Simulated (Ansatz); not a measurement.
Si$_{3}$NH$_{7}$F$_{2}$: molecular dynamics

The run: molecular dynamics of Si$_{3}$NH$_{7}$F$_{2}$. Method and program: RKS PBE-D4/STO-3G (Ansatz 0.2.0).

One setting was made poor on purpose. It belongs to a series of runs on one base structure; here: an input spoilt on purpose.

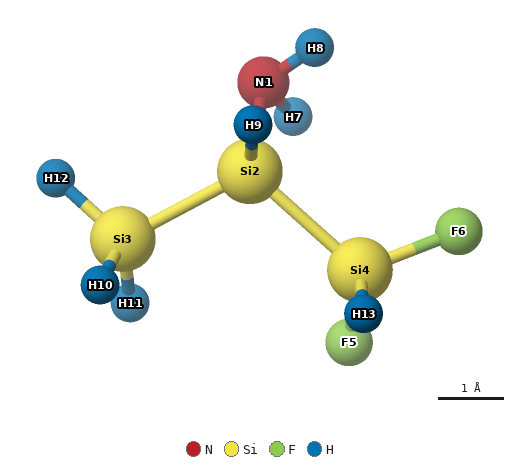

Figure 1. The input geometry (ball-and-stick view, seen at a tilt; atoms are numbered from 1 in the order of the input). Bond lengths as drawn: F–Si 1.66 to 1.68 Å, H–N 1.03 to 1.10 Å, H–Si 1.43 to 1.48 Å, N–Si 1.84 Å and Si–Si 2.24 to 2.29 Å.

## What the run reported

- outcome: refused by the program
- hardware: 1 thread of Arm Neoverse V1, 24 GiB of memory available, shared host

The program refused the input: “invalid value for `md.friction`: only applies to ensemble: nvt_langevin or npt_langevin — drop it or switch ensemble” A deliberately poor setting: bad input.

## Input
```yaml
crystal:
  periodic: [false, false, false]
  atoms:
    - { symbol: "N", position_ang: [-0.711123, -1.384491, 1.533074] }
    - { symbol: Si, position_ang: [0.202871, -0.081136, 0.601968] }
    - { symbol: Si, position_ang: [1.555007, -0.936021, -0.971365] }
    - { symbol: Si, position_ang: [-1.075935, 1.603082, -0.283615] }
    - { symbol: F, position_ang: [-1.736261, 1.134245, -1.72714] }
    - { symbol: F, position_ang: [-2.446425, 2.017206, 0.588305] }
    - { symbol: H, position_ang: [-1.611768, -1.485585, 0.91819] }
    - { symbol: H, position_ang: [-1.066049, -0.883059, 2.365836] }
    - { symbol: H, position_ang: [1.004236, 0.546432, 1.674947] }
    - { symbol: H, position_ang: [2.586418, 0.002403, -1.340986] }
    - { symbol: H, position_ang: [0.749881, -1.223262, -2.182689] }
    - { symbol: H, position_ang: [2.184351, -2.131234, -0.495093] }
    - { symbol: H, position_ang: [-0.284547, 2.841844, -0.471576] }
basis:
  gaussian: { orbitals: STO-3G }
hamiltonian:
  xc: pbe
  dispersion: d4
md:
  timestep: 1.0
  n_steps: 25
  ensemble: nve
  temperature: 300.0
  initial_velocities: maxwell_boltzmann
  seed: 986859
  friction: 0.01
scf:
  lower_state_search: "off"
```

Command:
```bash
ansatz run input.yaml --threads 1 --pin off --max-ram 2048MiB --backend cpu --events-out ev --progress --plain --runs-dir out
```

## Output
```
Error: invalid value for `md.friction`: only applies to ensemble: nvt_langevin or npt_langevin — drop it or switch ensemble
```
